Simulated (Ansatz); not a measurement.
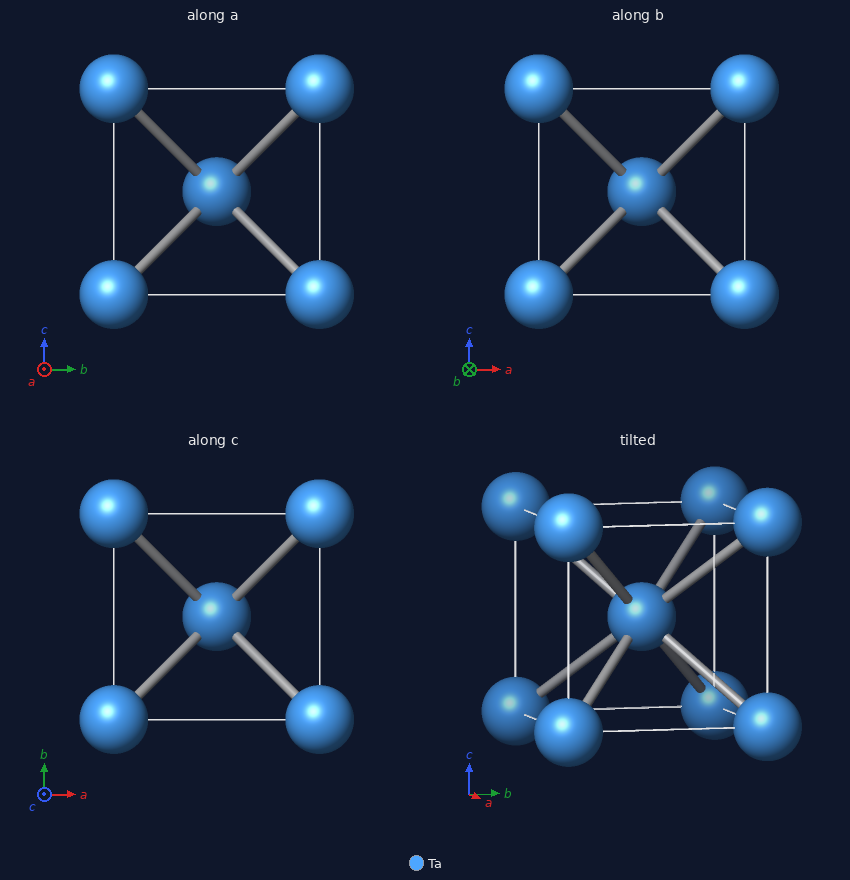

The image is a ball-and-stick drawing of a crystal, viewed along the a axis, along the b axis, along the c axis and slightly off an axis. Lines trace the edges of the conventional unit cell.

Lattice parameters: a = 3.3643 Å, b = 3.3643 Å, c = 3.3643 Å, α = 90.000°, β = 90.000°, γ = 90.000°.

Give the structure in the form of a CIF with its space group and independent sites.

Answer.
```cif
data_structure
_symmetry_space_group_name_H-M 'I m -3 m'
_symmetry_Int_Tables_number 229
_cell_length_a 3.3643
_cell_length_b 3.3643
_cell_length_c 3.3643
_cell_angle_alpha 90.000
_cell_angle_beta 90.000
_cell_angle_gamma 90.000
_cell_volume 38.08
loop_
_atom_site_label
_atom_site_type_symbol
_atom_site_symmetry_multiplicity
_atom_site_Wyckoff_symbol
_atom_site_fract_x
_atom_site_fract_y
_atom_site_fract_z
_atom_site_occupancy
Ta1 Ta 2 a 0.0000 0.0000 0.0000 1
```

The starting point was the standard structure of this element. Earlier steps of the study, as a rule a relaxation of our own, may have changed the cell and positions, so they can lie some per cent off the listed ones. A calculation with Ansatz used it as input.

At this level of theory the run's own cell isn't at rest (stretched, at -12 GPa), so its distances can differ from those at equilibrium, the more so the softer the solid.
